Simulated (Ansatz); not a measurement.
```xyz
7

F    -0.8180   -1.9648    1.1515
B    -0.3631   -1.0310    0.3299
C     0.5002    0.1444    0.5665
Al   -0.6874    0.2311   -1.1588
H     1.0237    0.6871   -0.2479
H     0.9607    0.4413    1.5088
H    -0.5551    1.4239   -2.1955
```

Geometry: PBE0-D4/def2-TZVP.

All numbers below come from Ansatz, RKS PBE0-D4/def2-TZVPP.

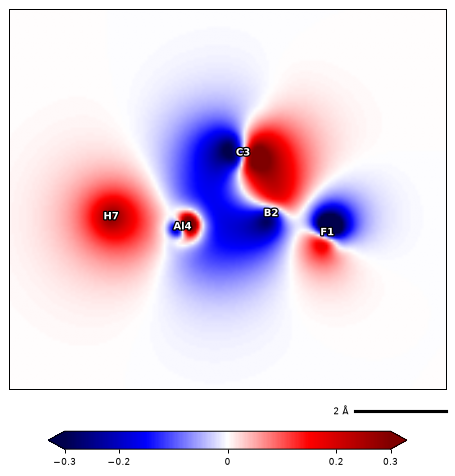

CH3AlBF (SMILES F[B]1[CH2][AlH]1). The HOMO−1 on the plane of atoms C3, Al4 and H7 (values in Å⁻³ᐟ²; the overall sign is arbitrary).

> Where does this orbital lie, and at what energy?

It lies mainly on C3 (about 45 %), B2 (about 20 %), Al4 (about 20 %) and F1 (about 5 %). Its energy is −7.40 eV.
